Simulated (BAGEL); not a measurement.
# CH2BF3 (SMILES BC(F)(F)F) at HF/3-21G (density fitting with qzvpp-jkfit)

What is the energy change on altering one bond length of CH2BF3 at HF/3-21G (density fitting with qzvpp-jkfit)? 

The calculation is run with BAGEL 1.2.2.

2 further runs of the same task are left out: 1 that didn't finish, 1 set aside as unsound or not needed. Runs told in other sessions of the task aren't counted.

## 1. The system as given

CH2BF3: 7 atoms, total charge 0, spin state singlet. SMILES: `BC(F)(F)F`. Geometry: relaxed at PBE0-D4/def2-TZVP.

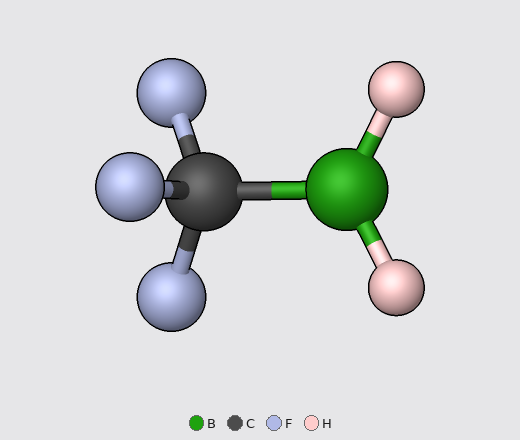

Viewed from a chosen angle; boron green, carbon dark grey, fluorine light blue, hydrogen pink.

## 2. A single-point energy at HF/3-21G (density fitting with qzvpp-jkfit)

File hf.json:

```json
{ "bagel" : [

{
  "title" : "molecule",
  "basis" : "3-21g",
  "df_basis" : "qzvpp-jkfit",
  "angstrom" : true,
  "geometry" : [
    { "atom" : "B", "xyz" : [   -0.646000,    0.517900,   -0.478700 ] },
    { "atom" : "C", "xyz" : [    0.401500,   -0.396900,    0.305300 ] },
    { "atom" : "F", "xyz" : [    0.019900,   -0.762700,    1.536900 ] },
    { "atom" : "F", "xyz" : [    0.761000,   -1.518100,   -0.335100 ] },
    { "atom" : "F", "xyz" : [    1.515900,    0.364200,    0.439400 ] },
    { "atom" : "H", "xyz" : [   -1.356400,    1.230500,    0.153100 ] },
    { "atom" : "H", "xyz" : [   -0.634600,    0.497100,   -1.666700 ] }
  ]
},
{ "title" : "hf" },
{ "title" : "print", "file" : "orbitals.molden", "orbitals" : true }

]}
```

Run with:

```bash
$ BAGEL_NUM_THREADS=1 BAGEL hf.json > hf.out
```

The log of the run:

```text
* using 1 threads per process

  ===============================================================
  ===============================================================

  *** Geometry ***

  { "atom" : "B", "xyz" : [     -1.220763,      0.978689,     -0.904612 ] },
  { "atom" : "C", "xyz" : [      0.758725,     -0.750032,      0.576933 ] },
  { "atom" : "F", "xyz" : [      0.037606,     -1.441294,      2.904320 ] },
  { "atom" : "F", "xyz" : [      1.438082,     -2.868793,     -0.633247 ] },
  { "atom" : "F", "xyz" : [      2.864636,      0.688238,      0.830346 ] },
  { "atom" : "H", "xyz" : [     -2.563225,      2.325308,      0.289317 ] },
  { "atom" : "H", "xyz" : [     -1.199220,      0.939383,     -3.149607 ] },

  Number of auxiliary basis functions:      417

  Since a DF basis is specified, we compute 2- and 3-index integrals:
    o Being stored without compression. Storage requirement is 0.008 GB

  Number of basis functions:       49
  Number of electrons      :       40

    * METHOD: MOLECULE                             0.10

  *** RHF ***

  === Nuclear Repulsion ===
   179.0530450029

      * DIIS with orbital gradients will be used.

  === RHF iteration (3-21g) ===
      0       -359.85915338          0.03206197           0.02
      1       -359.99821353          0.01886202           0.02
      2       -360.05016761          0.00175062           0.02
      3       -360.05141367          0.00026607           0.02
      4       -360.05145021          0.00008639           0.02
      5       -360.05145312          0.00003227           0.02
      6       -360.05145345          0.00000654           0.02
      7       -360.05145347          0.00000130           0.02
      8       -360.05145347          0.00000037           0.02
      9       -360.05145347          0.00000016           0.02
     10       -360.05145347          0.00000005           0.02
     11       -360.05145347          0.00000002           0.02
     12       -360.05145347          0.00000001           0.02
    * SCF iteration converged.

    * Permanent dipole moment:
           (    0.696791,    -0.458892,     0.460901) a.u.

    * METHOD: HF                                   0.33

    * METHOD: PRINT                                0.00

  ===============================================================
```

Run time: 0.58 s. Hardware: 1 thread of Arm Neoverse V2, shared host.

## 3. The distorted shape, same level

File input.json:

```json
{ "bagel" : [

{
  "title" : "molecule",
  "basis" : "3-21g",
  "df_basis" : "qzvpp-jkfit",
  "angstrom" : true,
  "geometry" : [
    { "atom" : "B", "xyz" : [      -0.077694,      -0.052166,      -0.984128 ] },
    { "atom" : "C", "xyz" : [       0.969806,      -0.966966,      -0.200128 ] },
    { "atom" : "F", "xyz" : [       0.588206,      -1.332766,       1.031472 ] },
    { "atom" : "F", "xyz" : [       1.329306,      -2.088166,      -0.840528 ] },
    { "atom" : "F", "xyz" : [       2.084206,      -0.205866,      -0.066028 ] },
    { "atom" : "H", "xyz" : [      -1.356400,       1.230500,       0.153100 ] },
    { "atom" : "H", "xyz" : [      -0.066294,      -0.072966,      -2.172128 ] }
  ]
},

{ "title" : "hf" },

{ "title" : "print", "file" : "orbitals.molden", "orbitals" : true }

]}
```

Run with:

```bash
$ BAGEL_NUM_THREADS=1 BAGEL input.json > input.out
```

The log of the run:

```text
* using 1 threads per process

  ===============================================================
  ===============================================================

  *** Geometry ***

  { "atom" : "B", "xyz" : [     -0.146820,     -0.098579,     -1.859732 ] },
  { "atom" : "C", "xyz" : [      1.832668,     -1.827301,     -0.378187 ] },
  { "atom" : "F", "xyz" : [      1.111548,     -2.518563,      1.949200 ] },
  { "atom" : "F", "xyz" : [      2.512024,     -3.946062,     -1.588368 ] },
  { "atom" : "F", "xyz" : [      3.938579,     -0.389030,     -0.124775 ] },
  { "atom" : "H", "xyz" : [     -2.563225,      2.325308,      0.289317 ] },
  { "atom" : "H", "xyz" : [     -0.125278,     -0.137886,     -4.104727 ] },

  Number of auxiliary basis functions:      417

  Since a DF basis is specified, we compute 2- and 3-index integrals:
    o Being stored without compression. Storage requirement is 0.008 GB

  Number of basis functions:       49
  Number of electrons      :       40

    * METHOD: MOLECULE                             0.10

  *** RHF ***

  === Nuclear Repulsion ===
   176.7952105686

      * DIIS with orbital gradients will be used.

  === RHF iteration (3-21g) ===
      0       -359.69606349          0.03354536           0.02
      1       -359.85133726          0.02016511           0.02
      2       -359.91272677          0.00200247           0.02
      3       -359.91438413          0.00034069           0.02
      4       -359.91443472          0.00010983           0.02
      5       -359.91444000          0.00003725           0.02
      6       -359.91444045          0.00001356           0.02
      7       -359.91444050          0.00000233           0.02
      8       -359.91444051          0.00000056           0.02
      9       -359.91444051          0.00000024           0.02
     10       -359.91444051          0.00000008           0.02
     11       -359.91444051          0.00000002           0.02
     12       -359.91444051          0.00000001           0.02
    * SCF iteration converged.

    * Permanent dipole moment:
           (    0.439169,    -0.212812,     0.652404) a.u.

    * METHOD: HF                                   0.34

    * METHOD: PRINT                                0.00

  ===============================================================
```

Run time: 0.58 s. Hardware: 1 thread of Arm Neoverse V2, shared host.

## 4. Summary of results

Level: HF/3-21G (density fitting with qzvpp-jkfit).

```
                                                         quantity          value
                                        first shape: total energy  -360.05145 Eh
                                       first shape: dipole moment         2.42 D
                                         first shape: HOMO energy      -14.13 eV
                                         first shape: LUMO energy        1.14 eV
                                       first shape: HOMO–LUMO gap       15.27 eV
                                    distorted shape: total energy  -359.91444 Eh
                                   distorted shape: dipole moment         2.07 D
                                     distorted shape: HOMO energy      -10.78 eV
                                     distorted shape: LUMO energy        0.78 eV
                                   distorted shape: HOMO–LUMO gap       11.56 eV
energy change with the B1–H6 bond stretched from 1.188 to 2.139 Å       3.728 eV
```

In words: With the B1–H6 bond stretched from 1.188 to 2.139 Å the energy rises by 3.73 eV (360 kJ/mol). The first shape isn't relaxed at this level, so the change isn't measured from a minimum. A restricted reference can't describe the breaking bond well at this length.
